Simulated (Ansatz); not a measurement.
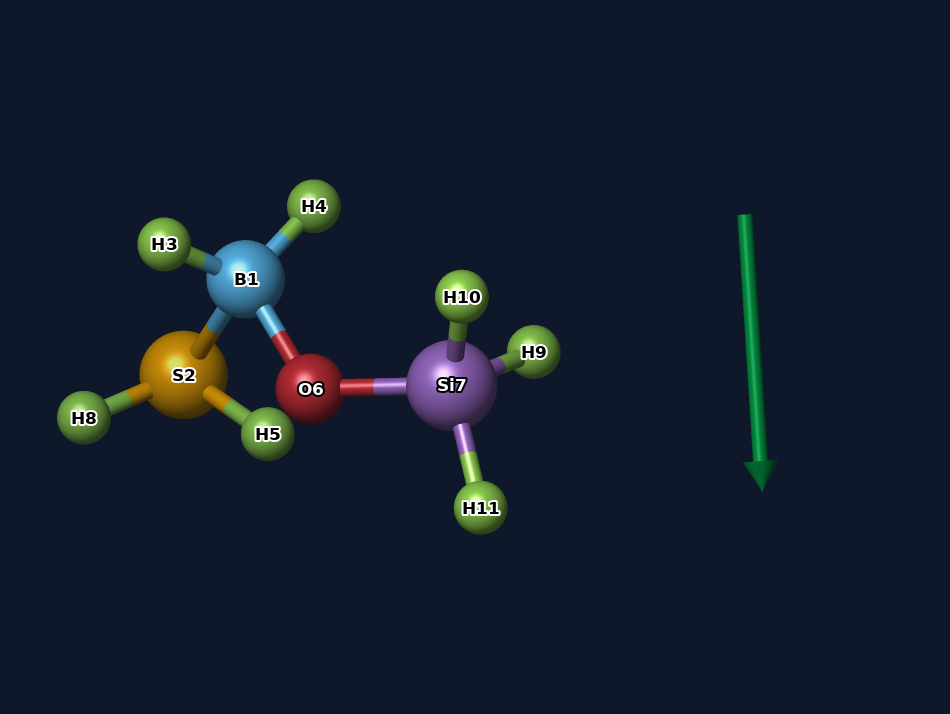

The arrow beside the molecule shows the direction of the dipole moment, from the negative to the positive end (its length means nothing). The computed structure is the end point of a PBE0-D4/def2-TZVP saddle-point search. Level of theory: RKS PBE0-D4/def2-TZVP (Ansatz 0.2.0).

Question: How large is the dipole moment?

Answer: 1.50 D; it points from the side of H4 to the side of H11 (the outermost atoms at the two ends).
